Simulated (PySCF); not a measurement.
Input

```
{"job": {"kind": "nmr", "xc": "PBE0", "basis": "pcSseg-1"}, "charge": 0, "multiplicity": 1}
F     -2.384721     1.316577     0.678498
C     -1.190647     0.585074     0.668548
C     -1.362051    -0.636769    -0.215159
Si     0.176142    -1.749856    -0.163092
C      1.705804    -0.665469    -0.355656
C      1.722889     0.663571    -0.246786
Si     0.221236     1.748974     0.090174
H     -1.055909     0.273798     1.711814
H     -1.558806    -0.306098    -1.236723
H     -2.245361    -1.194406     0.105009
H      0.118619    -2.724443    -1.260245
H      0.250106    -2.452275     1.127532
H      2.638387    -1.182869    -0.560042
H      2.665914     1.186459    -0.374336
H     -0.213126     2.428733    -1.135415
H      0.503926     2.717944     1.154468
```

Launched as:

```sh
OMP_NUM_THREADS=1 python probes_run.py task.json out
```

Geometry: GFN2-xTB.

Theory: PBE0/pcSseg-1, SCF density, gas phase, non-relativistic (PySCF 2.14.0).

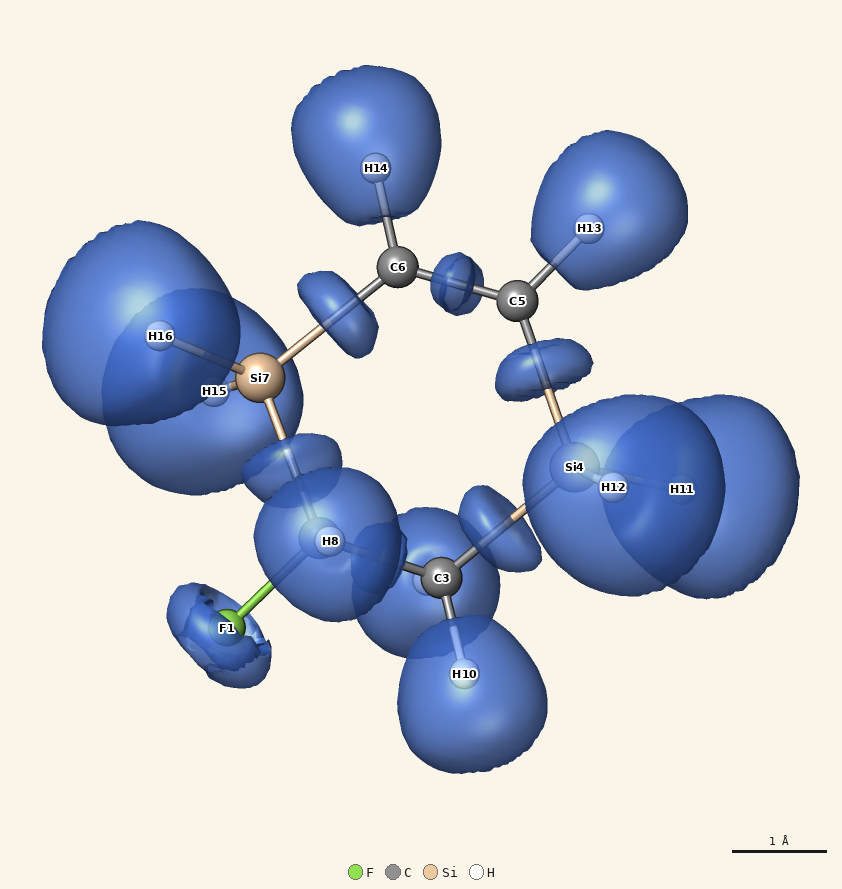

C$_{4}$H$_{9}$FSi$_{2}$ (SMILES F[C@H]1C[SiH2]C=C[SiH2]1). Isosurface of the electron localisation function at 0.85 (blue), seen across its widest extent. Core shells and regions of very low density are left out.

Question: Describe the localisation domains.

Answer: The ELF exceeds this value in two regions between bonded C–C atoms (shared pairs), four regions between bonded C–Si atoms (shared pairs), nine regions around hydrogen nuclei and one region wrapped around F (its lone pairs, merged into a ring or cap). Profiles from the grid: C–C (1.33 Å): the ELF peaks at about 0.95 between the atoms; a multiple bond. C–F (1.40 Å): the ELF peaks at about 0.80 between the atoms (a shared but strongly polarised pair).
